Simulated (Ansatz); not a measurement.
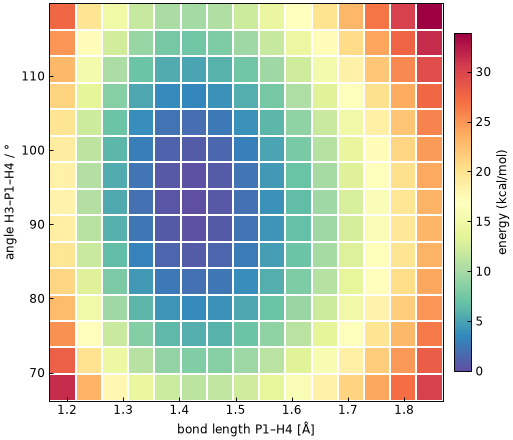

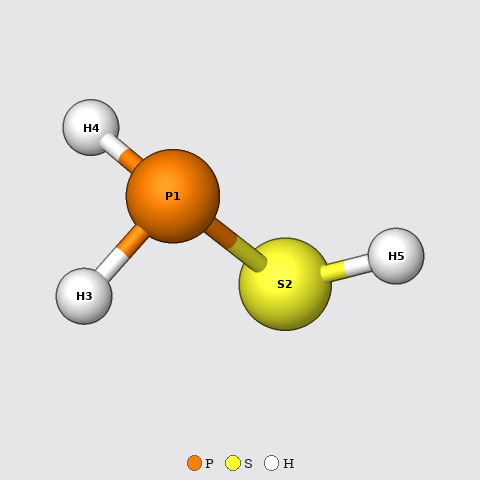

Energy landscape of H3PS, SMILES PS. 
- Coordinates scanned: (1) bond length P1–H4; (2) angle H3–P1–H4.
- Nothing is relaxed (all other coordinates rigid).
- The scan uses a 15 × 15 grid.
- Points are written as (first, second).
- Energies: kcal/mol, counted from the lowest grid point.
- All numbers below come from RKS PBE0-D4/def2-TZVP in Ansatz 0.2.0.

The picture shows one coloured cell a grid point. The second picture is the structure at the lowest point.

### Summarise what can be read from the map.

The lowest grid point is at (1.425 Å, 93.0°). It is the only kind of minimum in the scanned range. The highest grid point, (1.845 Å, 118.0°), lies 33.9 kcal/mol above the lowest. Round the minimum the two coordinates are weakly coupled (coupling 0.05 in units of the two stiffnesses).

Grid values (kcal/mol):

```csv
"angle H3–P1–H4 ↓, bond length P1–H4 →",1.192,1.239,1.285,1.332,1.379,1.425,1.472,1.519,1.565,1.612,1.659,1.705,1.752,1.798,1.845
118.0,27.4,19.8,14.8,11.7,10.1,9.8,10.6,12.1,14.2,16.9,19.9,23.1,26.6,30.2,33.9
114.4,25.0,17.3,12.3,9.1,7.6,7.3,8.0,9.6,11.7,14.3,17.4,20.6,24.1,27.7,31.4
110.9,22.9,15.3,10.2,7.0,5.5,5.2,5.9,7.4,9.5,12.2,15.2,18.5,22.0,25.6,29.3
107.3,21.2,13.5,8.4,5.2,3.6,3.3,4.0,5.6,7.7,10.3,13.4,16.6,20.1,23.7,27.4
103.7,19.8,12.1,7.1,3.8,2.2,1.9,2.6,4.1,6.2,8.8,11.8,15.1,18.6,22.2,25.9
100.2,18.9,11.2,6.1,2.9,1.2,0.9,1.5,3.0,5.1,7.7,10.7,13.9,17.4,21.0,24.7
96.6,18.4,10.7,5.5,2.3,0.6,0.2,0.9,2.3,4.4,7.0,9.9,13.1,16.6,20.2,23.8
93.0,18.3,10.6,5.4,2.1,0.4,0.0,0.6,2.0,4.0,6.6,9.6,12.7,16.2,19.7,23.3
89.4,18.8,11.0,5.8,2.4,0.7,0.2,0.8,2.2,4.1,6.7,9.6,12.7,16.1,19.6,23.2
85.9,19.6,11.8,6.5,3.1,1.4,0.9,1.4,2.7,4.6,7.1,10.0,13.1,16.4,19.8,23.4
82.3,21.0,13.1,7.8,4.4,2.5,2.0,2.4,3.7,5.6,8.0,10.8,13.8,17.1,20.5,24.0
78.7,22.8,14.9,9.6,6.1,4.2,3.6,4.0,5.2,7.0,9.3,12.1,15.0,18.3,21.6,25.0
75.2,25.2,17.2,11.8,8.2,6.3,5.6,5.9,7.1,8.8,11.1,13.7,16.6,19.7,23.0,26.3
71.6,28.0,20.0,14.6,10.9,8.9,8.2,8.4,9.5,11.1,13.3,15.8,18.6,21.7,24.8,28.1
68.0,31.4,23.4,17.8,14.1,12.0,11.2,11.3,12.3,13.9,15.9,18.4,21.1,24.0,27.0,30.2
```

Each point was launched as `ansatz run input.yaml --threads 1 --pin off --max-ram 2560MiB --backend cpu --events-out ev --progress --plain --runs-dir out`. The whole map (225 points run) took 11 min on 1 thread of Arm Neoverse N1, on a shared host.
